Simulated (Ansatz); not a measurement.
## Geometry relaxation, with input and output: ZrH₃ClO₃F (part 2 of 2)

The same run, continued: ZrH₃ClO₃F, multiplicity 2; UKS PBE/def2-SVP (Ansatz 0.2.0). The run did not end well. The input holds or restrains some coordinates. Forces given for the steps count only the free coordinates. It belongs to a series of runs on one base structure; here: pulled along the bonds that form and break, towards end A.

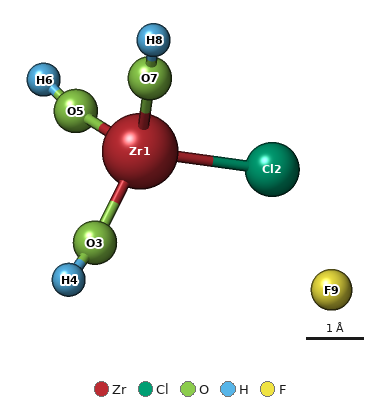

**Figure 1.** The geometry at step 14 of the log (ball-and-stick view, seen at a tilt; atoms are numbered from 1 in the order of the input).

## Trajectory as extended XYZ, continued
```
9
Properties=species:S:1:pos:R:3:forces:R:3 step=3 energy=-22689.45013
Zr    0.0058    0.0075   -0.0381    0.0404   0.0303  -0.0725
Cl   -0.0030   -0.0044    2.4096   -0.0516  -0.0727  -0.1678
O     1.8863   -0.0275   -0.6700   -0.7047  -0.5093   0.1105
H     2.2683   -0.9264   -0.8065    0.0675   0.4596  -0.0209
O    -0.9654    1.6177   -0.6726   -0.0639  -0.8821   0.0557
H    -1.9113    1.4727   -0.9095    0.3432   0.3155   0.0331
O    -0.9492   -1.6356   -0.6328    0.2656   0.6493   0.9126
H    -1.4236   -2.1526    0.0596    0.1023   0.0067  -0.4833
F     0.0001    0.0002    4.8978    0.0011   0.0026  -0.3674
9
Properties=species:S:1:pos:R:3:forces:R:3 step=4 energy=-22689.47156
Zr    0.0041    0.0031   -0.0717    0.0645   0.1018   0.7758
Cl   -0.0328   -0.0446    2.4137   -0.0171  -0.0196  -0.4218
O     1.8434   -0.0355   -0.7355   -0.0733  -0.4589  -0.0003
H     2.3138   -0.8943   -0.8293    0.0062   0.4082  -0.0542
O    -0.9425    1.5798   -0.7397   -0.3950  -0.3218  -0.0565
H    -1.9091    1.5349   -0.9216    0.3939   0.2371   0.0046
O    -0.9402   -1.6201   -0.6015   -0.0453   0.0655   0.5179
H    -1.4354   -2.1871    0.0270    0.0646  -0.0153  -0.3643
F     0.0067    0.0154    5.0962    0.0015   0.0029  -0.4012
9
Properties=species:S:1:pos:R:3:forces:R:3 step=5 energy=-22689.55660
Zr   -0.0154   -0.0340   -0.0447    0.0497   0.1010   0.7353
Cl   -0.0347   -0.0346    2.4470   -0.0213  -0.0320  -0.4345
O     1.8090   -0.0559   -0.7279   -0.0186  -0.2562   0.0406
H     2.3879   -0.8388   -0.8193   -0.0062   0.2258  -0.0666
O    -0.9368    1.5384   -0.7348   -0.2077  -0.1681   0.0171
H    -1.8971    1.6262   -0.8981    0.2061   0.1287  -0.0355
O    -0.9532   -1.6422   -0.5920   -0.1406  -0.0947   0.4698
H    -1.5056   -2.2999   -0.1226    0.1420   0.1019  -0.3190
F     0.0541    0.0922    5.1298   -0.0034  -0.0065  -0.4072
9
Properties=species:S:1:pos:R:3:forces:R:3 step=6 energy=-22689.60503
Zr   -0.0360   -0.0669    0.0179   -0.0375  -0.0685   0.8495
Cl   -0.1007   -0.0956    2.5137    0.0261   0.0297  -0.3987
O     1.7724   -0.0699   -0.6793    0.5910  -0.7060  -0.2529
H     2.4334   -0.7556   -0.9523   -0.5407   0.6675   0.2321
O    -0.9229    1.5037   -0.6897   -1.0347   0.1724  -0.3599
H    -1.8386    1.7322   -1.0020    0.9769  -0.1495   0.3273
O    -0.9687   -1.6763   -0.4774    0.9974   1.3612  -0.1893
H    -1.5401   -2.3985   -0.2866   -0.9710  -1.2928   0.2070
F     0.1093    0.1783    5.1932   -0.0076  -0.0140  -0.4152
9
Properties=species:S:1:pos:R:3:forces:R:3 step=7 energy=-22689.69457
Zr   -0.0563   -0.0936    0.0552   -0.0363   0.0056   0.8266
Cl   -0.1349   -0.0876    2.5497    0.0377   0.0231  -0.3449
O     1.7451   -0.1106   -0.6442    0.2307  -0.2238  -0.0751
H     2.4515   -0.7113   -0.9464   -0.1391   0.2010   0.0624
O    -0.9398    1.4652   -0.6660   -0.3142   0.0704  -0.1181
H    -1.8019    1.7856   -0.9916    0.2611  -0.0167   0.0863
O    -0.9868   -1.6870   -0.4483   -0.0042   0.0340   0.0528
H    -1.5526   -2.4701   -0.4729   -0.0196  -0.0684  -0.0685
F     0.1836    0.2609    5.2020   -0.0163  -0.0254  -0.4216
9
Properties=species:S:1:pos:R:3:forces:R:3 step=8 energy=-22689.74759
Zr   -0.0978   -0.1458    0.0851   -0.0900   0.0457   0.7385
Cl   -0.2648   -0.1377    2.5747    0.0905   0.0404  -0.2853
O     1.7139   -0.1754   -0.5670    0.1039  -0.0821   0.0088
H     2.5043   -0.6197   -0.9104   -0.0273   0.0682   0.0058
O    -0.9700    1.4066   -0.6442   -0.0825   0.0385  -0.0014
H    -1.7414    1.8973   -0.9665    0.0682   0.0031  -0.0040
O    -1.0310   -1.7267   -0.4407   -0.0651  -0.1352  -0.0109
H    -1.5389   -2.5268   -0.6405    0.0485   0.0715  -0.0193
F     0.3336    0.3798    5.1470   -0.0462  -0.0501  -0.4321
9
Properties=species:S:1:pos:R:3:forces:R:3 step=9 energy=-22689.73699 accepted=F
Zr   -0.1452   -0.1943    0.1079   -0.0470   0.0238   0.7048
Cl   -0.4066   -0.2055    2.5944    0.1720   0.0809  -0.2849
O     1.6843   -0.2345   -0.4832    1.0606  -0.3816  -0.4096
H     2.5553   -0.5091   -0.8737   -1.0787   0.3690   0.4746
O    -0.9991    1.3589   -0.6252   -0.8843   0.8613  -0.3946
H    -1.6665    2.0110   -0.9674    0.8723  -0.8300   0.4025
O    -1.0727   -1.7727   -0.4395   -0.2528  -0.5035  -0.2098
H    -1.5291   -2.5787   -0.7522    0.2496   0.4583   0.1532
F     0.4877    0.4765    5.0762   -0.0916  -0.0782  -0.4360
9
Properties=species:S:1:pos:R:3:forces:R:3 step=10 energy=-22689.76931
Zr   -0.1201   -0.1602    0.0962   -0.0307  -0.0287   0.6460
Cl   -0.3219   -0.1739    2.5844    0.1138   0.0604  -0.2832
O     1.7059   -0.1972   -0.5213   -0.0204  -0.0573   0.0464
H     2.5181   -0.5823   -0.8836   -0.0384   0.0608   0.0129
O    -0.9845    1.3981   -0.6303   -0.0558  -0.0107   0.0236
H    -1.7162    1.9330   -0.9730    0.0689  -0.0044  -0.0046
O    -1.0431   -1.7446   -0.4510    0.0507   0.0803   0.0427
H    -1.5352   -2.5424   -0.6840   -0.0220  -0.0377  -0.0456
F     0.4049    0.4211    5.0999   -0.0663  -0.0628  -0.4382
9
Properties=species:S:1:pos:R:3:forces:R:3 step=11 energy=-22689.78524
Zr   -0.1342   -0.1763    0.1117   -0.1150  -0.0183   0.7071
Cl   -0.3912   -0.2175    2.5961    0.1634   0.0903  -0.2616
O     1.6962   -0.2207   -0.4757    0.2029  -0.1071  -0.0534
H     2.5266   -0.5387   -0.8681   -0.1776   0.1120   0.0863
O    -0.9985    1.3800   -0.6110   -0.1671   0.1157  -0.0543
H    -1.6829    1.9606   -0.9830    0.1778  -0.1045   0.0587
O    -1.0530   -1.7545   -0.4524   -0.0658  -0.1303  -0.0544
H    -1.5323   -2.5489   -0.7338    0.0724   0.1214   0.0151
F     0.4772    0.4675    5.0537   -0.0911  -0.0793  -0.4435
9
Properties=species:S:1:pos:R:3:forces:R:3 step=12 energy=-22689.80921
Zr   -0.1619   -0.2019    0.1437   -0.0637   0.0329   0.6152
Cl   -0.4818   -0.2793    2.6214    0.2206   0.1246  -0.2440
O     1.6775   -0.2363   -0.4148    0.2198  -0.1087  -0.0490
H     2.5201   -0.4826   -0.8339   -0.2337   0.1037   0.1240
O    -1.0038    1.3640   -0.5827   -0.2036   0.1375  -0.0677
H    -1.6310    1.9811   -0.9970    0.2063  -0.1584   0.1013
O    -1.0603   -1.7703   -0.4755   -0.0849  -0.1395  -0.0485
H    -1.5303   -2.5555   -0.7950    0.0697   0.1142   0.0147
F     0.5796    0.5323    4.9713   -0.1306  -0.1063  -0.4460
9
Properties=species:S:1:pos:R:3:forces:R:3 step=13 energy=-22689.83938
Zr   -0.1862   -0.2256    0.1556   -0.1067   0.0492   0.7449
Cl   -0.5592   -0.3419    2.6245    0.2692   0.1567  -0.2302
O     1.6712   -0.2460   -0.3297    0.1940  -0.0879  -0.0816
H     2.5250   -0.4448   -0.7474   -0.1510   0.0732   0.0973
O    -1.0202    1.3541   -0.5435   -0.1679   0.1344  -0.1093
H    -1.6042    1.9915   -0.9863    0.1603  -0.1223   0.0955
O    -1.0726   -1.7815   -0.5080   -0.0979  -0.1817  -0.0941
H    -1.5386   -2.5564   -0.8576    0.0745   0.1157   0.0228
F     0.6929    0.6021    4.8299   -0.1745  -0.1373  -0.4454
9
Properties=species:S:1:pos:R:3:forces:R:3 step=14 energy=-22689.87935
Zr   -0.2136   -0.2416    0.2022   -0.0964   0.0355   0.5512
Cl   -0.6280   -0.4002    2.6594    0.3059   0.1926  -0.1855
O     1.6474   -0.2463   -0.2632   -0.0042  -0.0502   0.0624
H     2.5042   -0.4259   -0.6721    0.0615   0.0240  -0.0085
O    -1.0221    1.3421   -0.5162   -0.0593  -0.0032   0.0360
H    -1.5751    1.9849   -0.9813    0.0320   0.0171  -0.0015
O    -1.0730   -1.7803   -0.5369   -0.1407  -0.2407  -0.0785
H    -1.5250   -2.5440   -0.9320    0.1229   0.1953   0.0667
F     0.7932    0.6628    4.6775   -0.2217  -0.1704  -0.4424
9
Properties=species:S:1:pos:R:3:forces:R:3 step=15 energy=-22689.89173
Zr   -0.2364   -0.2551    0.2216   -0.1123  -0.0910   0.5923
Cl   -0.7121   -0.4672    2.6694    0.3735   0.2438  -0.2430
O     1.6394   -0.2622   -0.1883   -0.0557  -0.0357   0.0318
H     2.5060   -0.3966   -0.5955    0.0342   0.0268   0.0171
O    -1.0418    1.3389   -0.4768   -0.0676   0.0262  -0.0257
H    -1.5467    2.0023   -0.9694    0.0614  -0.0255   0.0435
O    -1.0777   -1.7891   -0.5569   -0.0787  -0.1208  -0.0587
H    -1.5163   -2.5430   -0.9837    0.1117   0.1769   0.0692
F     0.8937    0.7235    4.5170   -0.2666  -0.2007  -0.4265
9
Properties=species:S:1:pos:R:3:forces:R:3 step=16 energy=-22689.93004
Zr   -0.2433   -0.2583    0.2205   -0.0560  -0.0585   0.8029
Cl   -0.7659   -0.5043    2.6587    0.4313   0.2809  -0.2593
O     1.6462   -0.2755   -0.1352    0.1132  -0.0477  -0.1306
H     2.5281   -0.3896   -0.5283   -0.2120   0.0576   0.1402
O    -1.0576    1.3487   -0.4393   -0.1053   0.1031  -0.1642
H    -1.5458    2.0288   -0.9318    0.1283  -0.1234   0.1263
O    -1.0808   -1.7957   -0.5488    0.0094   0.0324  -0.0570
H    -1.5038   -2.5445   -0.9894   -0.0023  -0.0176  -0.0289
F     0.9309    0.7418    4.3311   -0.3067  -0.2268  -0.4293
9
Properties=species:S:1:pos:R:3:forces:R:3 step=17 energy=-22689.95885
Zr   -0.2605   -0.2746    0.2656   -0.1112  -0.0496   0.6511
Cl   -0.8365   -0.5589    2.6848    0.4713   0.3095  -0.2356
O     1.6293   -0.2883   -0.0767    0.0953  -0.0348  -0.0867
H     2.5153   -0.3611   -0.4674   -0.1632   0.0382   0.1194
O    -1.0596    1.3356   -0.4068   -0.0632   0.0576  -0.0991
H    -1.5122    2.0295   -0.9119    0.0981  -0.1016   0.1072
O    -1.0815   -1.7930   -0.5607    0.0139   0.0363  -0.0210
H    -1.4871   -2.5278   -1.0401    0.0092   0.0009  -0.0215
F     1.0007    0.7900    4.1507   -0.3502  -0.2566  -0.4138
9
Properties=species:S:1:pos:R:3:forces:R:3 step=18 energy=-22690.00051
Zr   -0.2728   -0.2881    0.3067   -0.1483  -0.0145   0.5069
Cl   -0.8861   -0.5981    2.7077    0.4848   0.3211  -0.1812
O     1.6153   -0.3012   -0.0257    0.0877  -0.0340  -0.0445
H     2.5056   -0.3435   -0.4068   -0.0912   0.0270   0.0861
O    -1.0551    1.3254   -0.3779   -0.0068  -0.0343   0.0078
H    -1.4935    2.0262   -0.8812    0.0408  -0.0157   0.0385
O    -1.0826   -1.7867   -0.5669   -0.0144  -0.0209  -0.0240
H    -1.4692   -2.5083   -1.0836    0.0399   0.0566   0.0164
F     1.0463    0.8258    3.9652   -0.3925  -0.2853  -0.4062
9
Properties=species:S:1:pos:R:3:forces:R:3 step=19 energy=-22690.04958
Zr   -0.2769   -0.2950    0.3383   -0.1646  -0.0247   0.5039
Cl   -0.9312   -0.6366    2.7250    0.5111   0.3419  -0.1677
O     1.6103   -0.3143    0.0144    0.0591  -0.0319  -0.0260
H     2.5046   -0.3256   -0.3555   -0.0208   0.0194   0.0580
O    -1.0513    1.3203   -0.3469    0.0293  -0.0768   0.0601
H    -1.4752    2.0298   -0.8468   -0.0028   0.0536  -0.0120
O    -1.0839   -1.7806   -0.5603   -0.0242  -0.0499  -0.0472
H    -1.4537   -2.4924   -1.1034    0.0543   0.0856   0.0420
F     1.0652    0.8460    3.7727   -0.4412  -0.3172  -0.4111
9
Properties=species:S:1:pos:R:3:forces:R:3 step=20 energy=-22690.10630
Zr   -0.2728   -0.2940    0.3792   -0.1398  -0.0801   0.4735
Cl   -0.9840   -0.6854    2.7480    0.5478   0.3749  -0.1720
O     1.6114   -0.3295    0.0391    0.0030  -0.0234   0.0042
H     2.5066   -0.3097   -0.3259    0.0141   0.0137   0.0414
O    -1.0454    1.3169   -0.3147    0.0159  -0.0198   0.0604
H    -1.4540    2.0333   -0.8188    0.0134   0.0207   0.0076
O    -1.0795   -1.7672   -0.5422    0.0047   0.0034  -0.0059
H    -1.4348   -2.4697   -1.1057    0.0458   0.0702   0.0306
F     1.0606    0.8568    3.5785   -0.5048  -0.3596  -0.4398
9
Properties=species:S:1:pos:R:3:forces:R:3 step=21 energy=-22690.17664
Zr   -0.2644   -0.2925    0.4208   -0.1049  -0.0505   0.4561
Cl   -1.0375   -0.7340    2.7634    0.5642   0.3929  -0.1267
O     1.6145   -0.3448    0.0594    0.0160  -0.0271   0.0039
H     2.5102   -0.2936   -0.3005    0.0230   0.0087   0.0357
O    -1.0342    1.3156   -0.2809    0.0230  -0.0089   0.0863
H    -1.4347    2.0345   -0.7878    0.0110   0.0213   0.0031
O    -1.0736   -1.7522   -0.5199    0.0036  -0.0027  -0.0072
H    -1.4181   -2.4462   -1.1010    0.0530   0.0830   0.0437
F     1.0458    0.8647    3.3841   -0.5888  -0.4167  -0.4949
9
Properties=species:S:1:pos:R:3:forces:R:3 step=22 energy=-22690.25637
Zr   -0.2441   -0.3148    0.4461   -0.0448   0.1492   0.5013
Cl   -1.0609   -0.7691    2.7728    0.5623   0.3850  -0.0841
O     1.6271   -0.3809    0.0447    0.0222  -0.0413   0.0216
H     2.5189   -0.3070   -0.3207    0.0219   0.0076   0.0352
O    -1.0091    1.3119   -0.2148    0.0364  -0.0440   0.0715
H    -1.4015    2.0454   -0.7063    0.0044   0.0310  -0.0032
O    -1.0690   -1.7479   -0.5179   -0.0184  -0.0407  -0.0128
H    -1.4104   -2.4331   -1.1104    0.0425   0.0698   0.0328
F     0.9569    0.9470    3.2439   -0.6265  -0.5166  -0.5624
9
Properties=species:S:1:pos:R:3:forces:R:3 step=23 energy=-22690.29377
Zr   -0.2354   -0.3133    0.4454    0.0108   0.1813   0.5535
Cl   -1.0619   -0.7972    2.7598    0.5481   0.3998  -0.0406
O     1.6360   -0.3921    0.0434    0.0137  -0.0453   0.0096
H     2.5311   -0.3129   -0.3130    0.0157   0.0076   0.0362
O    -0.9945    1.3219   -0.2009    0.0258  -0.0509   0.0533
H    -1.4010    2.0582   -0.6765    0.0054   0.0332  -0.0045
O    -1.0706   -1.7467   -0.5089   -0.0230  -0.0390  -0.0516
H    -1.4160   -2.4353   -1.0953    0.0439   0.0722   0.0375
F     0.9203    0.9689    3.1835   -0.6404  -0.5589  -0.5934
9
Properties=species:S:1:pos:R:3:forces:R:3 step=24 energy=-22690.44205
Zr   -0.2189   -0.2920    0.5000    0.1173   0.1888   0.5145
Cl   -1.1160   -0.8579    2.7774    0.5296   0.4129   0.0309
O     1.6409   -0.4000    0.0548   -0.0060  -0.0506   0.0183
H     2.5348   -0.3022   -0.2973    0.0509   0.0077   0.0139
O    -0.9820    1.3266   -0.1788    0.0109  -0.0023   0.0840
H    -1.3900    2.0539   -0.6671    0.0136   0.0177  -0.0041
O    -1.0581   -1.7181   -0.4729    0.0034   0.0011  -0.0088
H    -1.3961   -2.4025   -1.0706    0.0697   0.1198   0.0900
F     0.8934    0.9438    2.9921   -0.7894  -0.6950  -0.7387
9
Properties=species:S:1:pos:R:3:forces:R:3 step=25 energy=-22690.71431
Zr   -0.1817   -0.2583    0.5596    0.2745   0.4059   0.5251
Cl   -1.1731   -0.9055    2.7746    0.4401   0.3634   0.2270
O     1.6580   -0.3981    0.0454   -0.0054  -0.0592   0.0292
H     2.5434   -0.2984   -0.3226    0.1209   0.0121  -0.0206
O    -0.9622    1.3362   -0.1551    0.0185   0.0166   0.1221
H    -1.3842    2.0430   -0.6605    0.0089   0.0229  -0.0219
O    -1.0357   -1.6809   -0.4153   -0.0058  -0.0630  -0.0483
H    -1.3776   -2.3670   -1.0113    0.0929   0.1723   0.1642
F     0.8211    0.8807    2.8228   -0.9446  -0.8710  -0.9768
```

This output came from the following input.

## The input
```yaml
crystal:
  periodic: [false, false, false]
  atoms:
    - { symbol: Zr, position_ang: [0.0, 0.0, 0.0] }
    - { symbol: Cl, position_ang: [0.0, 0.0, 2.77] }
    - { symbol: O, position_ang: [1.952, 0.0, -0.6893] }
    - { symbol: H, position_ang: [2.2684, -0.9521, -0.806] }
    - { symbol: O, position_ang: [-0.975, 1.6891, -0.6893] }
    - { symbol: H, position_ang: [-1.9328, 1.4584, -0.9117] }
    - { symbol: O, position_ang: [-0.975, -1.6891, -0.6893] }
    - { symbol: H, position_ang: [-1.4296, -2.1548, 0.0831] }
    - { symbol: F, position_ang: [0.0, 0.0, 4.57] }
magnetization:
  spin_polarized: true
  initial_magnetization: 1
basis:
  gaussian: { orbitals: def2-SVP }
hamiltonian:
  xc: pbe
relax:
  f_tol: 0.15
  max_steps: 25
  restrain:
    - { distance: [1, 8], at: 2.7, k: 30.0 }
    - { distance: [0, 1], at: 2.52, k: 30.0 }
output:
  orbitals: {}
```

Launched with:
```bash
ansatz run input.yaml --threads 4 --pin off --max-ram 5120MiB --backend cpu --events-out ev --progress --plain --runs-dir out
```

## What the run reported

```tsv
quantity	value
outcome	not converged
hardware	4 threads of AMD EPYC (Zen 3), 32 GiB of memory available, shared host
wall time	94 s (CPU time 5.6 min)
peak memory	0.23 GiB
```

The run did not converge: “geometry relaxation did not converge after 25 steps: max|allowed force component| = 9.77e-1 eV/Å without the restraints, 9.65e-1 eV/Å with the forces of `relax.restrain` added, the figure compared with `relax.f_tol` (threshold 1.5e-1). Raise `relax.max_steps` over both its present limit and 25, loosen `relax.f_tol`, or start from a geometry closer to equilibrium …” Its last values are not results.
